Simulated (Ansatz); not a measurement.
**ClH12NO3Si4: density, localisation and related maps**

```tsv
atom	x (Å)	y (Å)	z (Å)
Si	0.5418	0.1183	0.8388
O	0.4791	0.2063	-1.2366
Si	-0.8375	0.3966	-2.2068
O	-1.0403	0.4754	0.7982
Si	-2.2662	0.7170	1.8804
O	1.1075	-1.3863	0.6927
Si	1.3798	-2.4381	-0.5504
Cl	0.8804	0.3602	2.9217
H	1.2472	1.0639	-0.8441
N	1.6715	1.4388	0.2852
H	-1.4538	1.7386	-2.0141
H	-0.4062	0.2803	-3.6254
H	-1.8447	-0.6531	-1.9156
H	-2.3832	-0.4272	2.8143
H	-2.0481	1.9767	2.6323
H	-3.5021	0.8327	1.0688
H	1.7736	-3.7194	0.0852
H	2.4922	-1.9605	-1.4080
H	0.1597	-2.6570	-1.3638
H	2.6405	1.2763	0.5335
H	1.4087	2.3603	0.6137
```

A transition-state structure; geometry: PBE0-D4/def2-TZVP.

Computed with RKS PBE0-D4/def2-TZVPP in Ansatz.

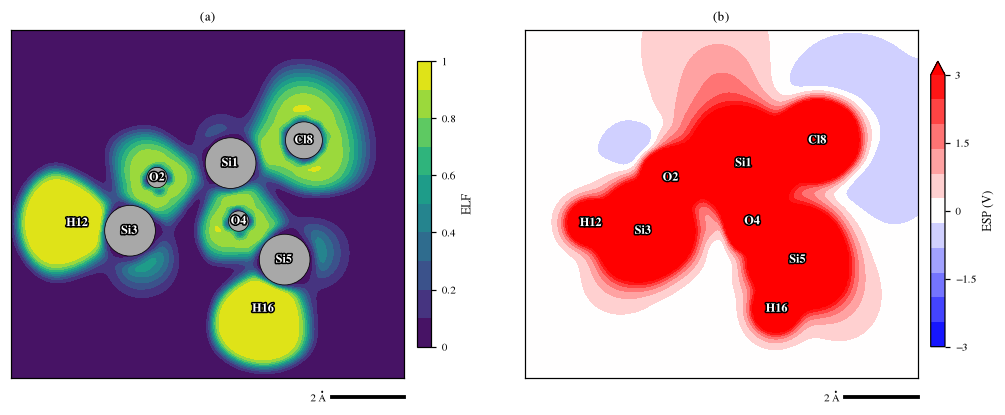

Figure 1. (a) electron localisation function; (b) molecular electrostatic potential on the plane of atoms O4, Si5 and H16. Grey discs cover the atomic cores in the ELF map.

**Interpret the plot.**

The section cuts through Si, O, Cl and H sites. Si–O (1.62 Å): the ELF peaks at about 0.85 between the atoms (a short, strongly polar bond). Si–Cl (2.12 Å): the ELF peaks at about 0.90 between the atoms, as expected for a polar covalent bond. Si–H (1.49 Å): the ELF climbs to about 1 towards the hydrogen, as it does in any bond to H. The ELF also peaks beside Cl8, away from the bonds: lone-pair regions. Outside the dense part of the molecule the potential is most negative (−0.8 V) near O2.

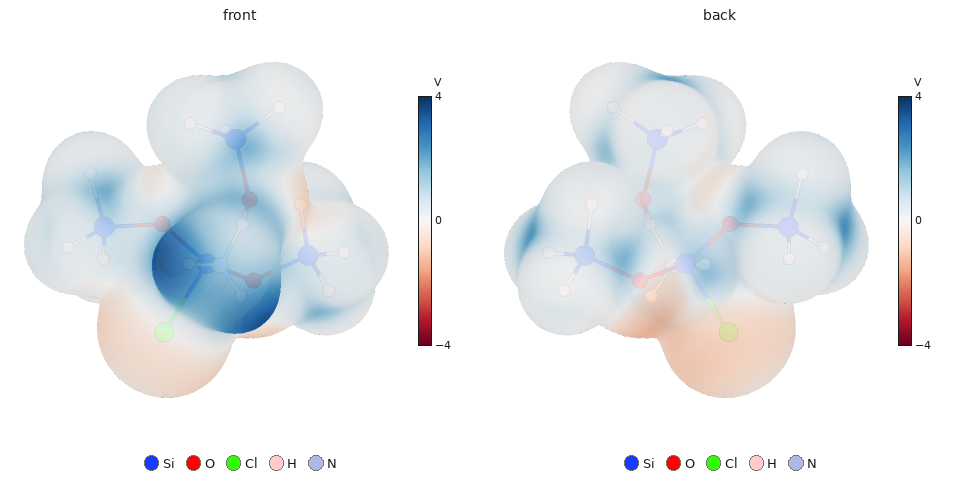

Figure 2. The electrostatic potential painted on the density surface at 0.004 e/bohr³, seen from the front and from behind; red is negative and blue positive.

**Which sites attract a positive test charge, and which a negative one?**

A positive charge is drawn to the negative regions and a negative charge to the positive ones. The most negative region (about −1.1 V, or −25 kcal/mol for a unit charge) lies over O6, the most positive (about +3.4 V, or +78 kcal/mol for a unit charge) over H20 and H21. O6 is the likeliest acceptor of a hydrogen bond.

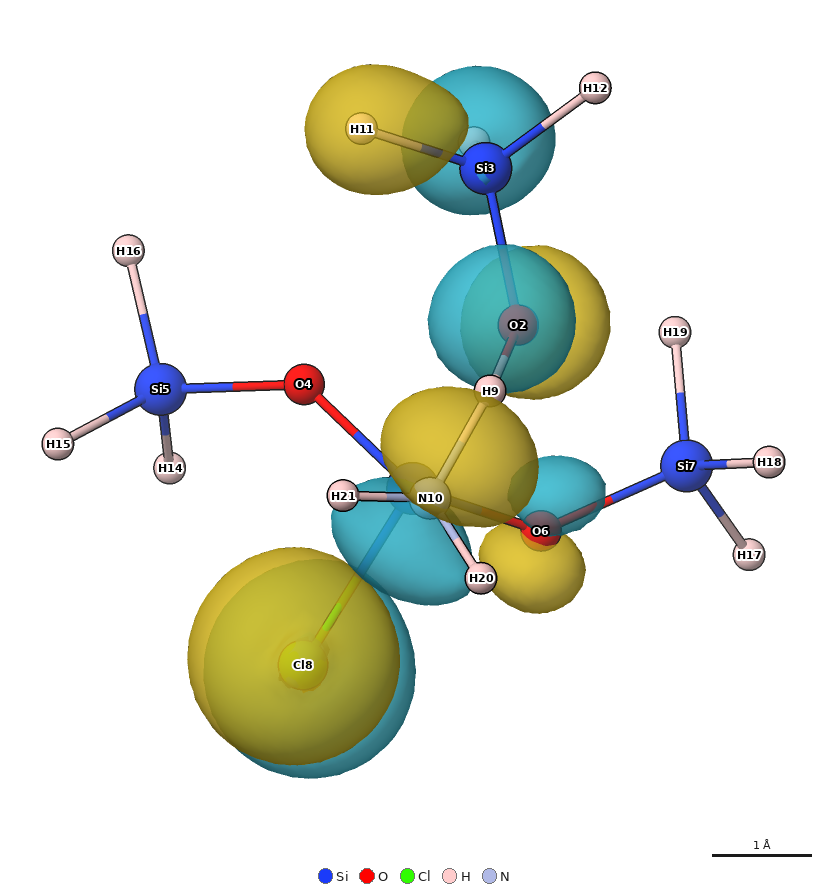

Figure 3. One frontier orbital at ±0.1 Å⁻³ᐟ² (yellow and cyan are the two phases), seen across its widest extent.

**Which orbital is it: HOMO or LUMO?**

The HOMO, at −8.37 eV. By Hirshfeld shares it lies mainly on Cl8 (about 45 %), O2 (about 15 %), N10 (about 15 %) and Si3 (about 5 %); largely a combination of lone pairs on Cl8, O2 and N10.

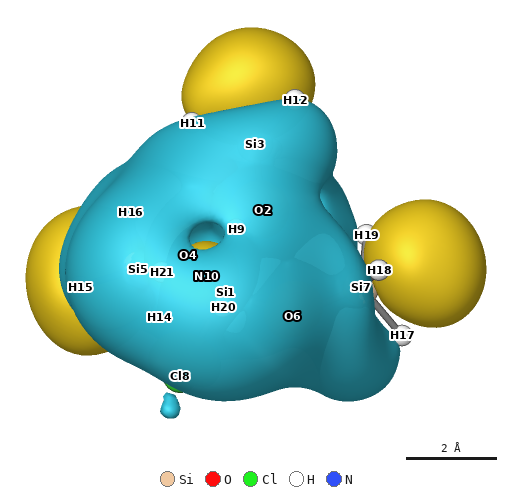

Figure 4. One frontier orbital at ±0.04 Å⁻³ᐟ² (yellow and cyan are the two phases), seen at a tilt.

**Which orbital is it: HOMO or LUMO?**

The LUMO, at −0.28 eV. Its weight (Hirshfeld) is mainly on Si5 (about 15 %), Si7 (about 10 %), Si3 (about 10 %), H21 (about 10 %), Si1 (about 10 %) and N10 (about 10 %).
